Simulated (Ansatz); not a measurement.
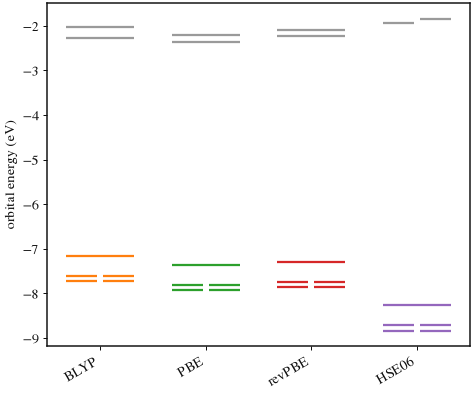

Frontier orbital energies of AlBr₃, SMILES [Br][Al]([Br])[Br], singlet at one geometry, def2-TZVPP, the Ansatz code, at a PBE0-D4/def2-TZVP geometry (a minimum by its frequencies). Empty levels are grey, levels within 0.1 eV stand side by side; all columns show the same few orbitals around the gap.

Compare the HOMO-LUMO separations.

Answer. The separation grows from 4.89 eV (BLYP) to 6.32 eV (HSE06).

```csv
level,HOMO (eV),LUMO (eV),separation (eV)
BLYP,−7.16,−2.27,4.89
PBE,−7.36,−2.37,4.99
revPBE,−7.31,−2.23,5.07
HSE06,−8.25,−1.93,6.32
```

Caveats, for all or some of the runs: empty levels above zero depend strongly on the basis; no scalar relativity up to krypton; spin-orbit coupling is left out, and with Br it can shift these levels and split any degenerate set.
